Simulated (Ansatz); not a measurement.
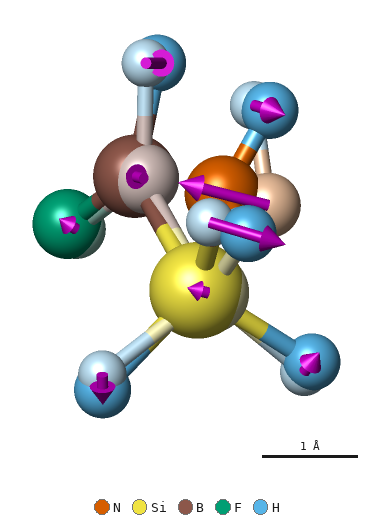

This is a relaxation of BSiNH$_{5}$F. The starting structure is drawn faded, the final one solid; purple arrows show the displacements, magnified 2 times. The two geometries are superimposed by the best rigid fit.

Style: ball-and-stick. Shown from a free direction.

The run prepares an end point of a later path (inversion) calculation, from a guessed geometry.

The calculation used RKS B3LYP/def2-SVP (Ansatz). Settings: no spin polarisation; force threshold 0.015 eV/Å; at most 40 steps.

**What did the optimiser do to the structure, and how much energy did it gain?**

The atom that moves furthest after the best rigid fit is the N atom (0.50 Å). Largest moves by element: N 0.50 Å, H 0.43 Å, B 0.17 Å, F 0.12 Å, Si 0.12 Å. Near-neighbour distances that change, for instance: B–F 1.496 → 1.326 Å, B–Si 1.919 → 2.039 Å, H–Si 1.431 → 1.509 Å, H–N 1.087 → 1.016 Å. Among the angles between lasting bonds that change: Si–N–H 109.0° → 119.9°, Si–N–H 110.0° → 118.5°, H–N–H 102.7° → 109.9°. Groups turn about B–Si by about 20°. After 14 accepted moves (16 points after the start) the energy has fallen by 88.6 kJ/mol. The largest force component goes from 3.5 to 0.0047 eV/Å. The line search rejected the trial steps at points 2, 11 of the run. Cost: 74 s on 1 thread of Intel(R) Xeon(R) Processor @ 2.70GHz, on a shared host, peak memory 0.17 GiB.
